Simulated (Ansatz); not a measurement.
Run report: WH4ClOF, geometry relaxation (part 2 of 2)

WH4ClOF; RKS PBE0/def2-SVP (Ansatz 0.2.0). The input holds or restrains some coordinates. Forces given for the steps count only the free coordinates. It belongs to a series of runs on one base structure; here: pulled along the bonds that form and break, towards end B.

Geometry of the input (Å):
```
W  0.0000  0.0000  0.0000
O  0.9539  0.0000  1.9156
H  0.0444  -0.2814  2.2528
H  1.7505  0.0000  0.7888
H  0.0000  1.7200  0.0000
F  -1.8500  0.0000  0.0000
Cl 0.0000  -2.3900  0.0000
H  0.0000  0.0000  -1.7200
```

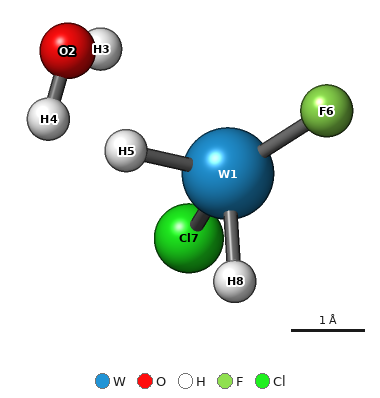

*The geometry at step 12 of the log (ball-and-stick view, seen at a tilt; atoms are numbered from 1 in the order of the input).*

### Trajectory as extended XYZ, continued
```
8
Properties=species:S:1:pos:R:3:forces:R:3 step=3 energy=-19156.11625
W    -0.2842   -0.0034   -0.2686    5.0823  -0.2781   4.5614
O     1.1180    0.0010    2.0114    0.5373   0.1168  -2.7576
H     0.0947   -0.2806    2.2373    3.8600   0.3303  -1.9426
H     1.8658   -0.0048    1.0194   -4.1817  -0.6092   4.5371
H     0.0086    1.7192   -0.0101    0.7205  -0.4371  -0.5871
F    -1.9190    0.0016   -0.0008   -7.2661   0.3634   0.3548
Cl    0.0062   -2.3862   -0.0025    0.7297   0.3563  -0.2790
H     0.0087    0.0018   -1.7490    0.5179   0.1577  -3.8870
8
Properties=species:S:1:pos:R:3:forces:R:3 step=4 energy=-19157.33704
W    -0.3578   -0.0106   -0.3894   -0.2248  -1.9109   5.5506
O     1.2382    0.0005    2.0625   -1.4447  -0.4167  -0.6102
H     0.1696   -0.2695    2.1955    4.8727   0.7529  -1.6231
H     1.8751   -0.0156    1.2137   -3.2061  -0.4847   2.6005
H     0.0218    1.7067   -0.0193    0.1344  -0.9932  -0.5735
F    -2.0842    0.0121    0.0065   -1.7727   0.9938  -0.1767
Cl    0.0220   -2.3794   -0.0094    0.6791   1.5353  -0.2822
H     0.0142    0.0045   -1.8229    0.9622   0.5234  -4.8855
8
Properties=species:S:1:pos:R:3:forces:R:3 step=5 energy=-19158.76397
W    -0.4912   -0.0924   -0.4432    4.6215  -2.1472   1.7548
O     1.2651   -0.0148    2.1492    1.3193   0.7286   2.4017
H     0.3512   -0.2443    2.1406   -0.5146  -0.3798  -0.8824
H     1.8004   -0.0348    1.3716   -0.4225  -0.3372  -0.9317
H     0.0094    1.6238   -0.0504   -0.0906  -1.4237  -0.5047
F    -2.1139    0.0886   -0.0053   -6.0481   1.5513   1.1108
Cl    0.0686   -2.3094   -0.0194    0.4362   1.0809  -0.1205
H     0.0091    0.0318   -1.9062    0.6988   0.9270  -2.8280
8
Properties=species:S:1:pos:R:3:forces:R:3 step=6 energy=-19159.63990
W    -0.4828   -0.1876   -0.4359   -3.6991   1.4307   0.8040
O     1.2811    0.0009    2.2139    2.4588   0.7102   0.7092
H     0.3836   -0.2575    2.1370   -0.9486  -0.4550  -0.7482
H     1.8112   -0.0434    1.3947   -1.1248  -0.1869   0.6102
H     0.0075    1.5032   -0.0989    0.3154  -1.2561  -0.1788
F    -2.2648    0.2090    0.0047    1.8090  -0.1533  -0.6065
Cl    0.1446   -2.2748   -0.0152    0.8276  -0.3744   0.1163
H     0.0184    0.0989   -1.9631    0.3617   0.2847  -0.7061
8
Properties=species:S:1:pos:R:3:forces:R:3 step=7 energy=-19160.08914
W    -0.5749   -0.2087   -0.3898   -1.8354   0.8484  -0.1092
O     1.2710    0.0584    2.1896    1.4076   0.4410   0.2627
H     0.3865   -0.2934    2.1156    0.0023  -0.2163  -0.4764
H     1.7759   -0.0254    1.3538   -0.9617  -0.1530   0.7977
H     0.1421    1.3650   -0.0728   -0.0535  -1.1234  -0.1534
F    -2.3254    0.2531   -0.0532    0.9298  -0.0006  -0.3367
Cl    0.2248   -2.2590    0.0081    0.4794   0.0650   0.0327
H    -0.0012    0.1586   -1.9143    0.0317   0.1389  -0.0174
8
Properties=species:S:1:pos:R:3:forces:R:3 step=8 energy=-19160.32734
W    -0.6701   -0.2299   -0.3506    0.1931   0.3270  -0.9727
O     1.2407    0.1919    2.1508    0.0189  -1.0348  -0.9740
H     0.4282   -0.3764    2.1326    1.3035   0.7083   0.0653
H     1.7347   -0.0806    1.3260   -0.8285   0.3562   1.5302
H     0.2305    1.1930   -0.0651   -0.2532  -0.6519   0.0091
F    -2.3716    0.3403   -0.1268   -0.1435   0.1420  -0.0742
Cl    0.3388   -2.2125    0.0305    0.0376   0.2753   0.0266
H    -0.0324    0.2228   -1.8602   -0.3280  -0.1220   0.3896
8
Properties=species:S:1:pos:R:3:forces:R:3 step=9 energy=-19160.41061
W    -0.6921   -0.2281   -0.3811    0.1019   0.2939  -0.5952
O     1.2055    0.2762    2.1017   -0.7354  -2.0869  -0.2398
H     0.5364   -0.4644    2.2687    1.4942   1.5623  -0.1254
H     1.6890   -0.1032    1.3302   -0.3042   0.4775   0.9695
H     0.2614    1.1166   -0.0287   -0.2245  -0.3504  -0.0903
F    -2.3820    0.3929   -0.2045   -0.1959   0.1161  -0.0652
Cl    0.3755   -2.1707    0.0338    0.0644   0.0831   0.0351
H    -0.0950    0.2293   -1.8831   -0.2007  -0.0956   0.1114
8
Properties=species:S:1:pos:R:3:forces:R:3 step=10 energy=-19160.50960
W    -0.6893   -0.1877   -0.3823   -0.0277   0.1699  -0.4161
O     1.1861    0.2309    2.1262   -0.1780  -1.2699  -0.3498
H     0.5977   -0.5337    2.3389    0.8482   0.8532  -0.0816
H     1.6781   -0.1120    1.3459   -0.3162   0.3551   0.9469
H     0.2475    1.1705   -0.0916   -0.0679  -0.1884  -0.0446
F    -2.3915    0.4142   -0.2402   -0.1394   0.1002  -0.0833
Cl    0.4137   -2.1096    0.0630    0.0685   0.0597  -0.0025
H    -0.1434    0.1759   -1.9226   -0.1874  -0.0798   0.0310
8
Properties=species:S:1:pos:R:3:forces:R:3 step=11 energy=-19160.63447
W    -0.6783   -0.1277   -0.3705   -0.2492   0.1390  -0.4367
O     1.1412    0.1837    2.1778    0.1716  -0.4106  -0.6051
H     0.6957   -0.6294    2.4569    0.2865   0.0943   0.0482
H     1.6581   -0.1124    1.3969   -0.2997   0.2456   0.9036
H     0.2779    1.2178   -0.1585    0.1057   0.0299  -0.0426
F    -2.3968    0.4662   -0.3221    0.1161   0.0096  -0.0288
Cl    0.4932   -2.0251    0.0555    0.0592   0.0492  -0.0847
H    -0.2924    0.0755   -1.9988   -0.1902  -0.1570   0.2461
8
Properties=species:S:1:pos:R:3:forces:R:3 step=12 energy=-19160.73355
W    -0.6719   -0.0763   -0.3783   -0.0299  -0.1360  -0.3841
O     1.0568    0.1684    2.2247   -0.0500  -1.2425  -0.4493
H     0.8088   -0.7178    2.5815    0.3815   0.9233  -0.3130
H     1.6174   -0.0728    1.4525   -0.3553   0.2561   0.9056
H     0.3418    1.2358   -0.2219    0.1182   0.1020  -0.0845
F    -2.3927    0.5185   -0.3452    0.1456   0.0572  -0.0079
Cl    0.5422   -1.9697   -0.0221    0.0096   0.1431  -0.1129
H    -0.4037   -0.0376   -2.0540   -0.2197  -0.1033   0.4460
8
Properties=species:S:1:pos:R:3:forces:R:3 step=13 energy=-19160.81732
W    -0.6508   -0.0549   -0.4063    0.0680  -0.1658  -0.1967
O     0.9389    0.1202    2.2910    0.5458  -1.6315  -0.5490
H     0.9430   -0.7885    2.7043   -0.0325   1.3869  -0.5930
H     1.5543   -0.0144    1.5239   -0.6373   0.2724   1.1230
H     0.4032    1.2449   -0.3355    0.0648   0.0057  -0.0755
F    -2.3538    0.5870   -0.3460    0.0984   0.0705   0.0577
Cl    0.6060   -1.9221   -0.1020    0.0075   0.1088  -0.1382
H    -0.5421   -0.1235   -2.0921   -0.1147  -0.0470   0.3719
8
Properties=species:S:1:pos:R:3:forces:R:3 step=14 energy=-19160.90700
W    -0.6048   -0.0380   -0.4156    0.1387  -0.5533  -0.1858
O     0.8111    0.0563    2.3792    1.0355  -0.4346  -1.3876
H     0.9963   -0.8306    2.7442   -0.2054   0.4779  -0.1961
H     1.4826    0.1130    1.6375   -0.9846   0.0359   1.3610
H     0.5054    1.2182   -0.4784    0.0266   0.0297  -0.0459
F    -2.2814    0.6645   -0.2775    0.1195   0.0801   0.1100
Cl    0.6900   -1.8982   -0.2614   -0.1057   0.2460  -0.0221
H    -0.7004   -0.2366   -2.0908   -0.0246   0.1184   0.3664
8
Properties=species:S:1:pos:R:3:forces:R:3 step=15 energy=-19160.97919
W    -0.5597   -0.1079   -0.4341   -0.2178   0.0748   0.0125
O     0.7316    0.0493    2.4082    1.0206  -0.1795  -1.3903
H     0.9762   -0.8662    2.6436   -0.1681   0.5022  -0.1292
H     1.4118    0.2794    1.7097   -1.0242  -0.2745   1.2723
H     0.5664    1.1312   -0.5611    0.0092  -0.0404  -0.0390
F    -2.1843    0.6883   -0.1558    0.3456  -0.1103   0.1122
Cl    0.7371   -1.9520   -0.2723   -0.0468   0.0875  -0.0745
H    -0.7805   -0.1735   -2.1010    0.0815  -0.0597   0.2360
8
Properties=species:S:1:pos:R:3:forces:R:3 step=16 energy=-19161.02593
W    -0.5433   -0.1212   -0.4403   -0.0597   0.1250   0.1563
O     0.6916    0.0461    2.4238    0.7460  -0.0415  -1.2357
H     0.9395   -0.8728    2.6218   -0.1142   0.3135  -0.0497
H     1.3663    0.3080    1.7431   -0.7909  -0.2315   1.0113
H     0.5874    1.0977   -0.6399    0.0197   0.0148  -0.0418
F    -2.1166    0.7248   -0.0641    0.1286  -0.0473   0.1072
Cl    0.7836   -1.9313   -0.3172    0.0454  -0.1118  -0.0205
H    -0.8096   -0.2027   -2.0900    0.0250  -0.0211   0.0730
8
Properties=species:S:1:pos:R:3:forces:R:3 step=17 energy=-19161.06721
W    -0.4934   -0.1401   -0.4808   -0.4350   0.2614   0.6175
O     0.6129    0.0344    2.4371    0.4786   0.1156  -1.0075
H     0.9304   -0.8526    2.6569   -0.0790   0.0887  -0.0147
H     1.2872    0.3533    1.7946   -0.5198  -0.1631   0.7021
H     0.6121    1.0844   -0.7682    0.0241  -0.0253  -0.0715
F    -2.0045    0.7334    0.0921    0.4679  -0.2527  -0.1306
Cl    0.8041   -1.9701   -0.3865    0.0464  -0.0549  -0.0383
H    -0.8499   -0.1941   -2.1080    0.0169   0.0303  -0.0571
8
Properties=species:S:1:pos:R:3:forces:R:3 step=18 energy=-19161.07147
W    -0.4562   -0.1760   -0.4603   -0.1751   0.2990   0.3163
O     0.5547    0.0455    2.4912    0.7463  -0.2561  -1.1455
H     0.9219   -0.8600    2.5572   -0.2127   0.6603  -0.0082
H     1.1857    0.4978    1.8766   -0.6155  -0.4446   0.8018
H     0.6488    1.0202   -0.8779   -0.0746  -0.1037   0.0576
F    -1.9051    0.7237    0.2197    0.4545  -0.2750  -0.1833
Cl    0.7963   -2.0504   -0.4834   -0.0869   0.1337   0.0668
H    -0.8471   -0.1523   -2.0860   -0.0360  -0.0137   0.0945
8
Properties=species:S:1:pos:R:3:forces:R:3 step=19 energy=-19161.02240 accepted=F
W    -0.4562   -0.1654   -0.4988    0.0921  -0.1197   0.4750
O     0.4883   -0.0476    2.4757    1.9760  -0.9025  -0.9308
H     1.0955   -0.8456    2.6356   -1.3381   1.7316  -0.3936
H     1.0578    0.5395    1.9025   -0.7279  -0.7780   0.9518
H     0.6846    0.9916   -0.9108   -0.0587  -0.0099  -0.0299
F    -1.8533    0.7654    0.2136    0.1077  -0.0588  -0.0585
Cl    0.7812   -2.0478   -0.4713   -0.0888   0.0972  -0.0188
H    -0.8991   -0.1415   -2.1092    0.0377   0.0400   0.0048
8
Properties=species:S:1:pos:R:3:forces:R:3 step=20 energy=-19161.10153
W    -0.4425   -0.1743   -0.4803   -0.0723   0.0684   0.3792
O     0.5159   -0.0157    2.4871    0.2762   0.4043  -0.9750
H     0.9953   -0.8482    2.5738    0.0359  -0.0201   0.0086
H     1.0986    0.5232    1.9067   -0.3819  -0.3768   0.6042
H     0.6487    1.0082   -0.9253    0.0507   0.0203  -0.0301
F    -1.8350    0.7549    0.2389    0.0567  -0.0584  -0.0245
Cl    0.7984   -2.0441   -0.4725    0.0316  -0.0542   0.0225
H    -0.8806   -0.1554   -2.0913    0.0030   0.0166   0.0151
```

### Results in brief

```csv
quantity,value
outcome,converged under the restraints of the input
total energy,−19161.1016 eV
mean-field energy,−19161.1016 eV
"largest force (length of the vector) at the end, held atoms and coordinates included",1.091 eV/Å
hardware,"2 threads of Arm Neoverse V2, 24 GiB of memory available, shared host"
wall time,63 s (CPU time 2 min)
peak memory,0.21 GiB
```
